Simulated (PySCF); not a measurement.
# C4H4F2: NMR shifts and electronic excitations at several levels of theory, part 2 of 2

PySCF 2.14.0. Atoms count from 0. Earlier steps stand in the parts before.

### Step 8. Nuclear shieldings: PBE0/aug-cc-pVDZ

What the job is given:

```
{"job": {"kind": "nmr", "xc": "PBE0", "basis": "aug-cc-pVDZ", "pop": true}, "charge": 0, "multiplicity": 1}
F     -2.137170     1.194160     0.075833
C     -1.485976    -0.005274     0.019592
C     -0.026047     0.166949     0.000200
C      1.090969     0.811696    -0.011667
F      1.718039     1.955762    -0.005249
C      1.286164    -0.642182    -0.028626
H     -1.776055    -0.618147     0.893141
H     -1.807853    -0.550723    -0.887137
H      1.608078    -1.176167     0.882176
H      1.579453    -1.157458    -0.959594
```

Method: GIAO PBE0/aug-cc-pVDZ NMR shielding, non-relativistic, gas phase.

The log of the run:

```text
coarse grid: 9000 points
cycle   1  E = -354.0169402042  dE =  1.026e+00  |g| = 5.135e-01  |ddm| = 7.961e+00
cycle   2  E = -353.9881024201  dE =  2.884e-02  |g| = 6.793e-01  |ddm| = 1.872e+00
cycle   3  E = -354.0641462159  dE = -7.604e-02  |g| = 6.353e-02  |ddm| = 9.316e-01
cycle   4  E = -354.0647757759  dE = -6.296e-04  |g| = 2.400e-02  |ddm| = 1.591e-01
cycle   5  E = -354.0649052951  dE = -1.295e-04  |g| = 5.561e-03  |ddm| = 6.417e-02
cycle   6  E = -354.0649105288  dE = -5.234e-06  |g| = 3.150e-03  |ddm| = 1.743e-02
final grid: 89528 points
cycle   7  E = -354.0714155518  dE = -1.530e-05  |g| = 1.004e-02  |ddm| = 1.641e-01
cycle   8  E = -354.0713728717  dE =  4.268e-05  |g| = 1.739e-02  |ddm| = 4.509e-02
cycle   9  E = -354.0714372307  dE = -6.436e-05  |g| = 1.707e-03  |ddm| = 2.609e-02
cycle  10  E = -354.0714379294  dE = -6.986e-07  |g| = 3.106e-04  |ddm| = 4.516e-03
cycle  11  E = -354.0714379473  dE = -1.795e-08  |g| = 1.204e-04  |ddm| = 7.002e-04
cycle  12  E = -354.0714379502  dE = -2.924e-09  |g| = 1.207e-05  |ddm| = 2.195e-04
cycle  13  E = -354.0714379503  dE = -2.285e-11  |g| = 7.067e-06  |ddm| = 3.760e-05
converged SCF energy = -354.0714379503

GIAO shielding tensors (ppm)
atom      isotropic    diamagn.    paramagn.     s11        s22        s33       span
  0 F      424.857     479.904     -55.047    401.485    411.022    462.064     60.579
  1 C      119.163     243.862    -124.699     86.924     96.791    173.775     86.851
  2 C      117.815     211.145     -93.330     36.457    153.809    163.179    126.722
  3 C       59.400     262.429    -203.029    -52.320     85.618    144.902    197.222
  4 F      341.231     474.311    -133.080    226.834    305.673    491.187    264.353
  5 C      171.648     219.123     -47.475    141.899    163.129    209.917     68.018
  6 H       26.130      26.544      -0.413     22.187     26.275     29.929      7.742
  7 H       26.121      26.448      -0.326     22.230     26.254     29.880      7.650
  8 H       29.176      30.549      -1.373     24.312     26.995     36.222     11.911
  9 H       29.177      30.521      -1.344     24.314     26.994     36.224     11.909
```

It took 15 s on 1 thread of Arm Neoverse V1, shared host; peak memory 0.86 GiB.

In short: δ C3 135.7, C2 77.3, C1 76.0, C5 23.5, H6 5.27, H8 2.22 ppm (means over like atoms).

### Step 9. Shielding tensors: PBE0/IGLO-III

Same as in step 8 but for these lines:

```diff
@@ -1,2 +1,2 @@
-{"job": {"kind": "nmr", "xc": "PBE0", "basis": "aug-cc-pVDZ", "pop": true}, "charge": 0, "multiplicity": 1}
+{"job": {"kind": "nmr", "xc": "PBE0", "basis": "IGLO-III", "pop": true}, "charge": 0, "multiplicity": 1}
 F     -2.137170     1.194160     0.075833
```

Method: GIAO PBE0/IGLO-III NMR shielding, non-relativistic, gas phase.

The log of the run:

```text
coarse grid: 9000 points
cycle   1  E = -354.1172370145  dE =  1.005e+00  |g| = 5.868e-01  |ddm| = 2.305e+00
cycle   2  E = -354.0795503715  dE =  3.769e-02  |g| = 7.931e-01  |ddm| = 7.394e-01
cycle   3  E = -354.1711798337  dE = -9.163e-02  |g| = 7.466e-02  |ddm| = 4.214e-01
cycle   4  E = -354.1718863075  dE = -7.065e-04  |g| = 3.237e-02  |ddm| = 5.698e-02
cycle   5  E = -354.1720939940  dE = -2.077e-04  |g| = 9.474e-03  |ddm| = 2.240e-02
cycle   6  E = -354.1721090298  dE = -1.504e-05  |g| = 4.885e-03  |ddm| = 7.424e-03
cycle   7  E = -354.1721141986  dE = -5.169e-06  |g| = 7.523e-04  |ddm| = 2.910e-03
final grid: 89528 points
cycle   8  E = -354.1766412732  dE = -7.980e-05  |g| = 6.104e-03  |ddm| = 4.953e-02
cycle   9  E = -354.1766379475  dE =  3.326e-06  |g| = 7.612e-03  |ddm| = 7.670e-03
cycle  10  E = -354.1766489033  dE = -1.096e-05  |g| = 1.243e-03  |ddm| = 3.817e-03
cycle  11  E = -354.1766491198  dE = -2.165e-07  |g| = 3.326e-04  |ddm| = 8.962e-04
cycle  12  E = -354.1766491328  dE = -1.298e-08  |g| = 1.903e-04  |ddm| = 2.492e-04
cycle  13  E = -354.1766491412  dE = -8.412e-09  |g| = 1.993e-05  |ddm| = 1.118e-04
cycle  14  E = -354.1766491413  dE = -7.890e-11  |g| = 5.522e-06  |ddm| = 1.400e-05
converged SCF energy = -354.1766491413

GIAO shielding tensors (ppm)
atom      isotropic    diamagn.    paramagn.     s11        s22        s33       span
  0 F      422.232     460.907     -38.675    396.000    406.697    463.999     67.999
  1 C      102.271     246.093    -143.822     68.967     77.703    160.144     91.177
  2 C      102.325     248.929    -146.605     11.724    143.915    151.334    139.610
  3 C       36.573     257.540    -220.967    -87.039     63.799    132.960    219.999
  4 F      331.396     472.478    -141.081    208.383    292.140    493.666    285.284
  5 C      159.652     250.945     -91.293    127.528    148.338    203.090     75.562
  6 H       26.192      28.032      -1.841     22.237     26.380     29.958      7.721
  7 H       26.179      28.026      -1.847     22.274     26.355     29.908      7.634
  8 H       29.208      30.536      -1.329     24.301     26.961     36.361     12.059
  9 H       29.209      30.532      -1.323     24.304     26.959     36.363     12.059
```

Wall time 25 s (1 thread of Arm Neoverse V1, shared host); peak memory 0.92 GiB.

This run: δ C3 147.2, C1 81.5, C2 81.5, C5 24.1, H6 5.19, H8 2.17 ppm (means over like atoms).

### Step 10. Shielding tensors: PBE0/pcSseg-0

Same as in step 9 but for these lines:

```diff
@@ -1,2 +1,2 @@
-{"job": {"kind": "nmr", "xc": "PBE0", "basis": "IGLO-III", "pop": true}, "charge": 0, "multiplicity": 1}
+{"job": {"kind": "nmr", "xc": "PBE0", "basis": "pcSseg-0", "pop": true}, "charge": 0, "multiplicity": 1}
 F     -2.137170     1.194160     0.075833
```

With the program's defaults for keys left out, this is: GIAO PBE0/pcSseg-0 NMR shielding, non-relativistic, gas phase.

The log of the run:

```text
coarse grid: 9000 points
cycle   1  E = -353.2044743710  dE =  9.992e-01  |g| = 5.170e-01  |ddm| = 3.666e+00
cycle   2  E = -353.1721001736  dE =  3.237e-02  |g| = 7.176e-01  |ddm| = 1.661e+00
cycle   3  E = -353.2572468348  dE = -8.515e-02  |g| = 2.191e-02  |ddm| = 8.115e-01
cycle   4  E = -353.2572511040  dE = -4.269e-06  |g| = 2.303e-02  |ddm| = 5.433e-02
cycle   5  E = -353.2573658308  dE = -1.147e-04  |g| = 3.086e-03  |ddm| = 2.824e-02
cycle   6  E = -353.2573670717  dE = -1.241e-06  |g| = 1.923e-03  |ddm| = 6.071e-03
final grid: 89528 points
cycle   7  E = -353.1939635688  dE = -1.230e-05  |g| = 5.256e-03  |ddm| = 2.169e-02
cycle   8  E = -353.1939577133  dE =  5.855e-06  |g| = 7.371e-03  |ddm| = 1.418e-02
cycle   9  E = -353.1939686015  dE = -1.089e-05  |g| = 1.436e-03  |ddm| = 1.030e-02
cycle  10  E = -353.1939691281  dE = -5.267e-07  |g| = 1.157e-04  |ddm| = 2.181e-03
cycle  11  E = -353.1939691301  dE = -1.916e-09  |g| = 6.692e-05  |ddm| = 1.760e-04
cycle  12  E = -353.1939691309  dE = -8.299e-10  |g| = 9.694e-06  |ddm| = 6.808e-05
converged SCF energy = -353.1939691309

GIAO shielding tensors (ppm)
atom      isotropic    diamagn.    paramagn.     s11        s22        s33       span
  0 F      452.232     466.212     -13.981    401.568    455.154    499.973     98.406
  1 C      110.209     236.676    -126.467     77.327     86.956    166.344     89.017
  2 C      107.467     278.595    -171.128      3.663    149.645    169.094    165.430
  3 C       43.968     249.825    -205.857    -83.816     81.891    133.829    217.645
  4 F      331.676     471.792    -140.116    185.588    266.126    543.315    357.726
  5 C      171.997     250.927     -78.930    135.200    164.628    216.162     80.962
  6 H       27.298      25.730       1.568     22.897     27.682     31.314      8.417
  7 H       27.294      25.714       1.580     22.922     27.639     31.319      8.397
  8 H       30.261      29.756       0.504     25.650     27.561     37.571     11.922
  9 H       30.258      29.764       0.494     25.654     27.557     37.563     11.910
```

It took 4 s on 1 thread of Arm Neoverse V1, shared host; peak memory 0.4 GiB.

In short: δ C3 149.5, C2 86.0, C1 83.3, C5 21.5, H6 5.54, H8 2.57 ppm (means over like atoms).

### Step 11. TDDFT and polarisability: HF/def2-SVPD

Same as in step 10 but for these lines:

```diff
@@ -1,2 +1,2 @@
-{"job": {"kind": "nmr", "xc": "PBE0", "basis": "pcSseg-0", "pop": true}, "charge": 0, "multiplicity": 1}
+{"job": {"kind": "uv", "xc": "HF", "basis": "def2-SVPD", "ip": true}, "charge": 0, "multiplicity": 1}
 F     -2.137170     1.194160     0.075833
```

With the program's defaults for keys left out, this is: TDDFT HF/def2-SVPD, vertical, gas phase, core orbitals frozen in the response.

The log of the run:

```text
final grid: 89528 points
cycle   1  E = -352.1797638393  dE =  1.450e+00  |g| = 6.769e-01  |ddm| = 4.992e+00
cycle   2  E = -352.2755873136  dE = -9.582e-02  |g| = 3.450e-01  |ddm| = 1.412e+00
cycle   3  E = -352.2971294699  dE = -2.154e-02  |g| = 7.611e-02  |ddm| = 5.660e-01
cycle   4  E = -352.2986940429  dE = -1.565e-03  |g| = 2.045e-02  |ddm| = 1.732e-01
cycle   5  E = -352.2988269105  dE = -1.329e-04  |g| = 5.035e-03  |ddm| = 7.635e-02
cycle   6  E = -352.2988362911  dE = -9.381e-06  |g| = 1.935e-03  |ddm| = 2.534e-02
cycle   7  E = -352.2988381865  dE = -1.895e-06  |g| = 6.408e-04  |ddm| = 9.460e-03
cycle   8  E = -352.2988384122  dE = -2.257e-07  |g| = 1.811e-04  |ddm| = 2.912e-03
cycle   9  E = -352.2988384376  dE = -2.543e-08  |g| = 8.328e-05  |ddm| = 7.555e-04
cycle  10  E = -352.2988384424  dE = -4.820e-09  |g| = 3.509e-05  |ddm| = 3.781e-04
cycle  11  E = -352.2988384437  dE = -1.227e-09  |g| = 1.272e-05  |ddm| = 1.887e-04
cycle  12  E = -352.2988384438  dE = -1.364e-10  |g| = 4.186e-06  |ddm| = 6.189e-05
converged SCF energy = -352.2988384438

Static polarisability (au): isotropic 45.061, principal 35.960 45.532 53.691

Singlet excitations
state   eV       nm        f      main configurations
  1   7.1608    173.1   0.00318   H->L 0.78
  2   7.3258    169.2   0.16422   H->L+3 0.58, H->L+5 0.20, H->L+6 0.09
  3   8.1690    151.8   0.01123   H->L+1 0.52, H->L+2 0.16
  4   8.5677    144.7   0.04604   H->L+2 0.72, H->L+1 0.10
  5   8.8495    140.1   0.00252   H-1->L+3 0.50, H-1->L+5 0.17
  6   9.0802    136.5   0.00819   H-2->L+3 0.42, H-2->L+5 0.14, H-1->L+3 0.09
  7   9.4565    131.1   0.01684   H->L+7 0.28, H->L+6 0.12, H->L+4 0.12
  8   9.7461    127.2   0.00333   H->L+1 0.16, H->L+6 0.15, H->L+4 0.15
  9   9.7893    126.7   0.14082   H-1->L 0.65
 10   9.8447    125.9   0.07595   H->L+5 0.33, H->L+6 0.18, H->L+3 0.13

Triplet excitations (Tamm-Dancoff, eV): 4.1602 6.7351 7.8649 8.2081
Vertical ionisation energy (delta-SCF) = 8.7005 eV
```

Run time: 9.2 s. Hardware: 1 thread of Arm Neoverse V1, shared host; peak memory 0.7 GiB.

The orbitals next to the gap, with their largest atomic shares:

| orbital | eV | atoms |
| --- | --- | --- |
| HOMO−3 | -15.03 | F0 33 %, C1 28 %, H7 12 % |
| HOMO−2 | -13.97 | C2 28 %, C3 22 %, C5 20 % |
| HOMO−1 | -12.64 | C5 39 %, C2 21 %, C3 16 % |
| HOMO | -9.97 | C2 31 %, C3 27 %, C5 15 % |
| LUMO | 2.40 | C3 20 %, C1 20 %, C5 17 % |
| LUMO+1 | 3.15 | C1 24 %, F0 11 %, C3 11 % |
| LUMO+2 | 3.23 | F4 20 %, C3 20 %, C5 15 % |

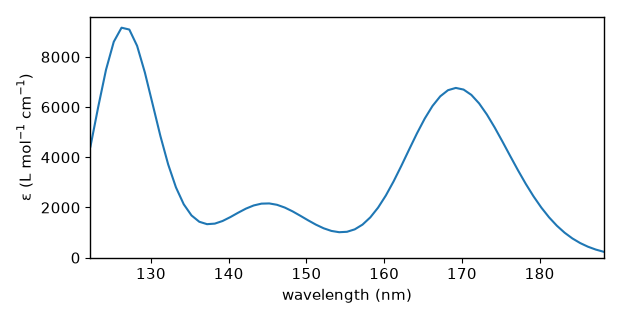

Absorption spectrum: each of the 10 states is a Gaussian band of 0.4 eV half-width at 1/e. Beyond the last state computed it falls off for lack of states.

Further results of this job:

| property | computed |
| --- | --- |
| dipole moment (D) | 2.77 |
| polarisability (Å³) | 6.68 |
| HOMO–LUMO gap (eV) | 12.38 |
| −ε(HOMO) (eV) | 9.98 |

### Step 12. Side by side: NMR shifts

Shifts (ppm) of some atoms, chosen among heavy atoms and hydrogens apart, means over like atoms, with basis size and wall time:

| run | C3 | C1 | C2 | H6 | H8 | F4 | F0 | functions | time |
| --- | --- | --- | --- | --- | --- | --- | --- | --- | --- |
| PBE0/6-31G* | 129.1 | 74.9 | 72.3 | 5.13 | 1.92 | -140.5 | -237.9 | 92 | 6.5 s |
| PBE0/6-311+G(2d,p) | 143.3 | 78.3 | 79.1 | 5.12 | 2.16 | -158.3 | -246.6 | 186 | 16 s |
| PBE0/def2-SVP | 134.0 | 75.0 | 76.0 | 4.97 | 1.72 | -130.9 | -224.4 | 104 | 7.1 s |
| PBE0/def2-TZVP | 144.3 | 80.6 | 79.0 | 5.12 | 2.13 | -153.3 | -245.4 | 210 | 20 s |
| PBE0/cc-pVDZ | 134.6 | 75.5 | 78.2 | 5.07 | 1.82 | -137.5 | -232.4 | 104 | 7.5 s |
| PBE0/cc-pVTZ | 143.1 | 79.8 | 78.1 | 5.11 | 2.06 | -148.5 | -243.3 | 236 | 24 s |
| PBE0/aug-cc-pVDZ | 135.7 | 76.0 | 77.3 | 5.27 | 2.22 | -147.1 | -230.7 | 174 | 15 s |
| PBE0/IGLO-III | 147.2 | 81.5 | 81.5 | 5.19 | 2.17 | -156.8 | -247.6 | 250 | 25 s |
| PBE0/pcSseg-0 | 149.5 | 83.3 | 86.0 | 5.54 | 2.57 | -153.3 | -273.9 | 62 | 4 s |

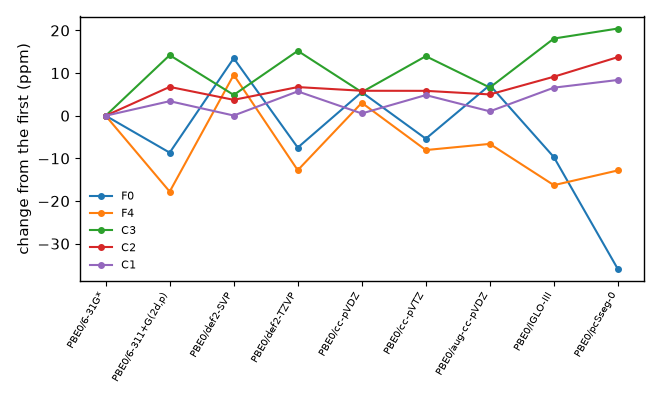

How five of the tabulated atoms move from run to run.

### Step 13. What came out

What follows sums up all 2 parts.

```
                                                            quantity                        value
                                13C shifts against TMS (PBE0/6-31G*)  129.1, 74.9, 72.3, 20.2 ppm
1H shifts against TMS (PBE0/6-31G*, means over atoms taken as alike)               5.13, 1.92 ppm
                              19F shifts against CFCl3 (PBE0/6-31G*)           -140.5, -237.9 ppm
                                       lowest singlet (HF/def2-SVPD)  7.16 eV (173 nm), f = 0.003
                            brightest single state of those computed  state 2, 7.33 eV, f = 0.164
                                                      lowest triplet                      4.16 eV
                                   vertical ionisation energy (ΔSCF)                      8.70 eV
                                            range of the shift of F0         -273.9 to -224.4 ppm
```

Single values in the summary come from the first sound run of each kind (PBE0/6-31G*; HF/def2-SVPD), which need not be the best level. At PBE0/6-31G*: Shielding is most anisotropic at F4 (span 274 ppm, paramagnetic term -133 ppm). The lowest singlet, at 7.16 eV, is HOMO→LUMO 0.78 and is weak; of the 10 states computed, the strongest absorption comes from state 2 at 7.33 eV (the last state computed absorbs too, and its partners may lie past the list). The lowest triplet lies 3.00 eV below the lowest singlet (triplets in Tamm-Dancoff, singlets in full TDDFT). At HF/def2-SVPD, the highest states lie near or above the ionisation energy, where they hang on the basis. ΔSCF puts the ionisation energy at 8.70 eV, 1.27 eV below −ε(HOMO). Across the 9 runs the shift of F0 moves most, between -273.9 (PBE0/pcSseg-0) and -224.4 ppm (PBE0/def2-SVP). Most of that comes from the computed reference, not from the atom's own shielding.
